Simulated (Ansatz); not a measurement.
**singlet InNH2Cl+: levels of theory compared**

Aim: a comparison of 6 runs (B2PLYP/def2-SVP, BHLYP/def2-SVP, BLYP/def2-SVP, revPBE/def2-SVP, BCCD(T)/def2-SVP, CCSD/def2-SVP) of singlet InNH2Cl+. 

The results are computed with Ansatz 0.2.0.

58 further runs of the same task are left out: 58 set aside as unsound or not needed.

### 1 Starting point

InNH2Cl+ has 5 atoms, charge +1, and is taken as a singlet. SMILES of the parent species: `[NH2][In][Cl]`. Geometry: relaxed at PBE0-D4/def2-TZVP. This is one conformer, not always the lowest. That shape belongs to the parent species and isn't relaxed for this state.

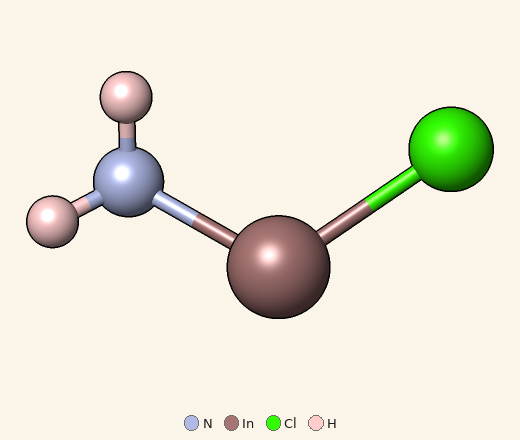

Viewed from a chosen angle; nitrogen light blue, indium brown, chlorine green, hydrogen pink.

### 2 The energy at B2PLYP/def2-SVP (core potential) (run 1)

Contents of molecule.yaml:

```yaml
crystal:
  periodic: [false, false, false]
  atoms:
    - symbol: N
      position_ang: [-0.142600, 0.808600, -0.493900]
    - symbol: In
      position_ang: [-0.411600, -1.217800, -0.153300]
    - symbol: Cl
      position_ang: [1.391500, -2.211500, 1.018700]
    - symbol: H
      position_ang: [-0.999700, 1.283800, -0.756700]
    - symbol: H
      position_ang: [0.212300, 1.263200, 0.343800]
basis:
  gaussian: {orbitals: def2-SVP}
total_charge: 1
hamiltonian: {xc: {name: B2PLYP}}
correlation: {frozen_orbitals: {Cl: 5, H: 0, In: 4, "N": 1}}
accuracy: high
output: {orbitals: {seedname: orbitals}}
```

Started as:

```
ansatz run molecule.yaml --threads 1 --pin off --max-ram 2610MiB --events-out events.jsonl --progress --plain --runs-dir runs
```

What it wrote:

```text
Warning: RAYON_NUM_THREADS=1 ignored (pool sized by the plan → 1); use --threads N
Functional definition: B2PLYP
  name "B2PLYP"
  parameter a = 0.53
  parameter c = 0.27
  exchange = (1 - a)*b88_x + a*exact_x
  correlation = (1 - c)*lyp_c + c*(mp2_os + mp2_ss)
1543 factors; integrals over basis functions are off by at most 3.3e-9 eV
mean field evaluation 1: about -19177.4045 eV, gradient 7.1e1 eV
mean field evaluation 2: about -19177.5892 eV, gradient 7.1e1 eV
mean field evaluation 4: about -19187.8744 eV, gradient 2.4e1 eV
mean field evaluation 8: about -19189.8933 eV, gradient 1.5e0 eV
mean field evaluation 16: about -19189.9260 eV, gradient 2.2e-3 eV
mean field evaluation 32: about -19189.9260 eV, gradient 9.1e-9 eV
mean field -19189.92599308 eV, -705.2167728466 hartree, gradient 9.1e-9 eV, S^2 0.000000; 1 other end points of the search recorded, 0 dependent functions left out; unrestricted orbitals would lower it
10 core orbitals not correlated: weight in the atoms' cores, before any rotation towards them, 1.000 or more for the frozen orbitals, at most 0.000 for the correlated occupied ones
reference -19189.92601552 eV, -705.2167736712 hartree; 13, 13 occupied and 45, 45 virtual orbitals, 1543 factors
second order -13.25872352 eV of doubles, -0.00000000 eV of singles
Total energy: -19193.50587087 eV, -705.3483309288 hartree
```

Wall time 10 s (1 thread of Arm Neoverse V1, shared host); peak memory 0.21 GiB.

### 3 A single-point energy at BHLYP/def2-SVP (core potential) (run 2)

Contents of in.yaml:

```yaml
basis:
  gaussian: {orbitals: def2-SVP}
crystal:
  periodic: [false, false, false]
  atoms:
    - {symbol: "N", position_ang: [-0.142600, 0.808600, -0.493900]}
    - {symbol: In, position_ang: [-0.411600, -1.217800, -0.153300]}
    - {symbol: Cl, position_ang: [1.391500, -2.211500, 1.018700]}
    - {symbol: H, position_ang: [-0.999700, 1.283800, -0.756700]}
    - {symbol: H, position_ang: [0.212300, 1.263200, 0.343800]}
total_charge: 1
hamiltonian: {xc: {name: BHLYP}}
accuracy: high
output: {orbitals: {seedname: orbitals}}
```

Started as:

```
ansatz run in.yaml --threads 1 --pin off --max-ram 2610MiB --events-out events.jsonl --progress --plain --runs-dir runs
```

What it wrote:

```text
Warning: RAYON_NUM_THREADS=1 ignored (pool sized by the plan → 1); use --threads N
Functional definition: BHLYP
  name "BHLYP"
  parameter a = 0.5
[... 1 set-up line as earlier in the session ...]
  correlation = lyp_c
1543 factors; integrals over basis functions are off by at most 3.3e-9 eV
mean field evaluation 1: about -19190.0621 eV, gradient 7.3e1 eV
mean field evaluation 2: about -19153.2929 eV, gradient 1.2e2 eV
mean field evaluation 4: about -19202.6174 eV, gradient 1.1e1 eV
mean field evaluation 8: about -19203.1659 eV, gradient 1.9e0 eV
mean field evaluation 16: about -19203.1777 eV, gradient 1.7e-3 eV
mean field -19203.17773945 eV, -705.7037655433 hartree, gradient 8.0e-8 eV, S^2 0.000000; 0 other end points of the search recorded, 0 dependent functions left out
reference -19203.17776340 eV, -705.7037664235 hartree; 23, 23 occupied and 45, 45 virtual orbitals, 1543 factors
Total energy: -19203.17776340 eV, -705.7037664235 hartree
```

Run time: 7.5 s. Hardware: 1 thread of Arm Neoverse V1, shared host; peak memory 0.19 GiB.

Runs 3 to 5 aren't shown in full; the table further down has their settings and results.

### 4 A single-point energy at CCSD/def2-SVP (core potential) (run 6)

Contents of run.yaml:

```yaml
basis:
  gaussian: {orbitals: def2-SVP}
crystal:
  periodic: [false, false, false]
  atoms:
    - {symbol: N, position_ang: [-0.142600, 0.808600, -0.493900]}
    - {symbol: In, position_ang: [-0.411600, -1.217800, -0.153300]}
    - {symbol: Cl, position_ang: [1.391500, -2.211500, 1.018700]}
    - {symbol: H, position_ang: [-0.999700, 1.283800, -0.756700]}
    - {symbol: H, position_ang: [0.212300, 1.263200, 0.343800]}
correlation: {method: ccsd, frozen_orbitals: {Cl: 5, H: 0, In: 4, "N": 1}}
total_charge: 1
scf: {omitted_lower_state_checks: [cluster_reference, increment]}
accuracy: high
```

Started as:

```
ansatz run run.yaml --threads 1 --pin off --max-ram 2610MiB --events-out events.jsonl --progress --plain --runs-dir runs
```

What it wrote:

```text
Warning: RAYON_NUM_THREADS=1 ignored (pool sized by the plan → 1); use --threads N
[... 12 lines left out ...]
10 core orbitals not correlated: weight in the atoms' cores, before any rotation towards them, 1.000 or more for the frozen orbitals, at most 0.000 for the correlated occupied ones
[... 30 lines left out ...]
Total energy: -19164.42737092 eV, -704.2797157660 hartree
Checks for a lower state left out: cluster_reference, increment
```

Run time: 7.5 s. Hardware: 1 thread of Arm Neoverse V1, shared host; peak memory 0.27 GiB.

### 5 All runs side by side

```tsv
run	level	frozen core orbitals	energy (Eh)	HOMO energy (eV)	LUMO energy (eV)	HOMO–LUMO gap (eV)	wall time
1	B2PLYP/def2-SVP (core potential)	10	-705.348331	-14.75	-9.49	5.26	10 s
2	BHLYP/def2-SVP (core potential)	–	-705.703766	-14.84	-9.80	5.03	7.5 s
3	BLYP/def2-SVP (core potential)	–	-705.768008	-12.38	-11.14	1.24	5.1 s
4	revPBE/def2-SVP (core potential)	–	-705.781941	-12.47	-11.15	1.33	5.4 s
5	BCCD(T)/def2-SVP (core potential)	10	-704.294691	–	–	–	16 s
6	CCSD/def2-SVP (core potential)	10	-704.279716	–	–	–	7.5 s
```

### 6 Summary of results

| quantity | value |
| --- | --- |
| run 6: total energy | -704.27972 Eh |
| run 6: correlation energy (10 core orbitals frozen) | -407.8 mEh |
| run 6: T1 diagnostic | 0.023 |

**Reading.** Over runs 1, 2, 3, 4 the HOMO–LUMO gap runs from 1.24 eV (BLYP/def2-SVP) to 5.26 eV (B2PLYP/def2-SVP). A double hybrid's value is that of its SCF part. Totals of different functionals can't be ranked against each other. In runs 1, 5, 6 the log says that unrestricted orbitals would lower the reference, so the values rest on an unstable closed-shell determinant (other closed-shell runs at this shape may share the fault). All runs together took 51 s, the longest 16 s.
